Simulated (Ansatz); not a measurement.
# B2PLYP/def2-SVP run of C2H5GeN (SMILES C1=[N][GeH2][CH2]1)

Aim: the electronic atomisation energy of C2H5GeN at B2PLYP/def2-SVP, from 5 runs. 

The results are computed with Ansatz 0.2.0.

82 further runs of the same task are left out: 82 set aside as unsound or not needed.

## (1) Starting point

C2H5GeN has 9 atoms, charge 0, and is taken as a singlet. As SMILES, `C1=[N][GeH2][CH2]1`. Geometry: relaxed at PBE0-D4/def2-TZVP.

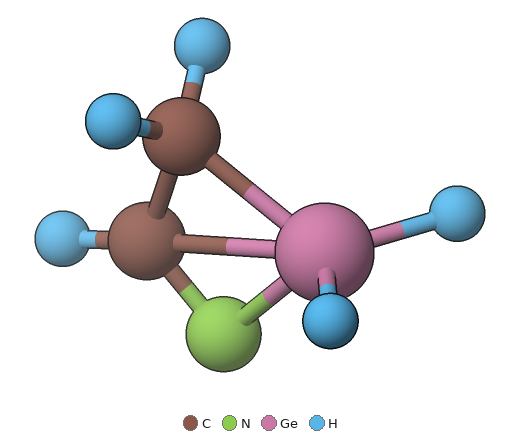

Viewed from a chosen angle; carbon brown, nitrogen green, germanium pink, hydrogen blue.

## (2) A single-point energy at B2PLYP/def2-SVP

job.yaml

```yaml
crystal:
  periodic: [false, false, false]
  atoms:
    - {symbol: C, position_ang: [-0.186800, -0.549700, -1.075100]}
    - {symbol: N, position_ang: [1.035900, -0.182500, -1.141500]}
    - {symbol: Ge, position_ang: [0.903900, 0.560600, 0.613000]}
    - {symbol: C, position_ang: [-0.885400, -0.197100, 0.218500]}
    - {symbol: H, position_ang: [-0.675600, -1.079500, -1.903400]}
    - {symbol: H, position_ang: [1.056500, 2.089100, 0.684100]}
    - {symbol: H, position_ang: [1.776000, -0.127000, 1.676700]}
    - {symbol: H, position_ang: [-1.720500, 0.497400, 0.107000]}
    - {symbol: H, position_ang: [-1.215600, -1.057700, 0.803700]}
basis:
  gaussian:
    orbitals: def2-SVP
hamiltonian:
  xc: {name: B2PLYP}
correlation:
  frozen_orbitals: {C: 1, Ge: 9, H: 0, "N": 1}
accuracy: high
output:
  orbitals: {seedname: orbitals}
```

Run with:

```sh
$ ansatz run job.yaml --threads 1 --pin off --max-ram 3480MiB --events-out events.jsonl --progress --plain --runs-dir runs
```

Standard output:

```text
Warning: RAYON_NUM_THREADS=1 ignored (pool sized by the plan → 1); use --threads N
Functional definition: B2PLYP
  name "B2PLYP"
  parameter a = 0.53
  parameter c = 0.27
  exchange = (1 - a)*b88_x + a*exact_x
  correlation = (1 - c)*lyp_c + c*(mp2_os + mp2_ss)
2271 factors; integrals over basis functions are off by at most 4.6e-9 eV
mean field evaluation 1: about -60127.4085 eV, gradient 4.3e1 eV
mean field evaluation 2: about -60127.8222 eV, gradient 4.3e1 eV
mean field evaluation 4: about -60132.1117 eV, gradient 5.8e0 eV
mean field evaluation 8: about -60132.2002 eV, gradient 4.2e-1 eV
mean field evaluation 16: about -60132.2007 eV, gradient 2.8e-4 eV
mean field -60132.20072969 eV, -2209.8176177464 hartree, gradient 2.7e-8 eV, S^2 0.000000; 0 other end points of the search recorded, 0 dependent functions left out
12 core orbitals not correlated: weight in the atoms' cores, before any rotation towards them, 1.000 or more for the frozen orbitals, at most 0.000 for the correlated occupied ones
reference -60132.20075513 eV, -2209.8176186813 hartree; 16, 16 occupied and 71, 71 virtual orbitals, 2271 factors
second order -22.08994775 eV of doubles, -0.00000000 eV of singles
Total energy: -60138.16504102 eV, -2210.0368021452 hartree
```

Run time: 6.9 s. Hardware: 1 thread of AMD EPYC 9R45 (Zen 5), shared host; peak memory 0.38 GiB.

## (3) The C atom, same level

in.yaml

```yaml
crystal:
  periodic: [false, false, false]
  atoms:
    - {symbol: C, position_ang: [0.000000, 0.000000, 0.000000]}
basis:
  gaussian:
    orbitals: def2-SVP
magnetization:
  spin_polarized: true
  initial_magnetization: 2
hamiltonian:
  xc: {name: B2PLYP}
correlation:
  frozen_orbitals: {C: 1}
accuracy: high
```

Run the same way, it converges to -37.77593 Eh (log not shown).

## (4) The Ge atom at the same level

molecule.yaml

```yaml
crystal:
  periodic: [false, false, false]
  atoms:
    - {symbol: Ge, position_ang: [0.000000, 0.000000, 0.000000]}
basis:
  gaussian: {orbitals: def2-SVP}
magnetization: {spin_polarized: true, initial_magnetization: 2}
hamiltonian: {xc: {name: B2PLYP}}
correlation: {frozen_orbitals: {Ge: 9}}
accuracy: high
```

Run the same way, it converges to -2076.28528 Eh (log not shown).

## (5) The H atom at the same level

job.yaml

```yaml
basis:
  gaussian:
    orbitals: def2-SVP
crystal:
  periodic: [false, false, false]
  atoms:
    - {symbol: H, position_ang: [0.000000, 0.000000, 0.000000]}
correlation:
  frozen_orbitals: {H: 0}
magnetization:
  spin_polarized: true
  initial_magnetization: 1
hamiltonian:
  xc: {name: B2PLYP}
accuracy: high
```

Run the same way, it converges to -0.49793 Eh (log not shown).

## (6) The N atom, same level

job.yaml

```yaml
crystal:
  periodic: [false, false, false]
  atoms:
    - {symbol: N, position_ang: [0.000000, 0.000000, 0.000000]}
basis:
  gaussian:
    orbitals: def2-SVP
magnetization:
  spin_polarized: true
  initial_magnetization: 3
hamiltonian:
  xc: {name: B2PLYP}
correlation:
  frozen_orbitals: {"N": 1}
accuracy: high
```

Run the same way, it converges to -54.49543 Eh (log not shown).

## (7) Outcome

At B2PLYP/def2-SVP, 12 core orbitals frozen:

| quantity | value |
| --- | --- |
| molecule: total energy | -2210.03680 Eh |
| molecule: HOMO energy (SCF part's orbitals) | -8.14 eV |
| molecule: LUMO energy (SCF part's orbitals) | 1.38 eV |
| molecule: HOMO–LUMO gap (SCF part's orbitals) | 9.52 eV |
| C atom: total energy | -37.77593 Eh |
| C atom: ⟨S²⟩ | 2.004 |
| Ge atom: total energy | -2076.28528 Eh |
| Ge atom: ⟨S²⟩ | 2.004 |
| H atom: total energy | -0.49793 Eh |
| H atom: ⟨S²⟩ | 0.750 |
| N atom: total energy | -54.49543 Eh |
| N atom: ⟨S²⟩ | 3.754 |
| electronic atomisation energy | 33.051 eV |

Taking the molecule apart into free atoms costs 33.05 eV (3189 kJ/mol), before zero-point energy and without spin-orbit coupling.
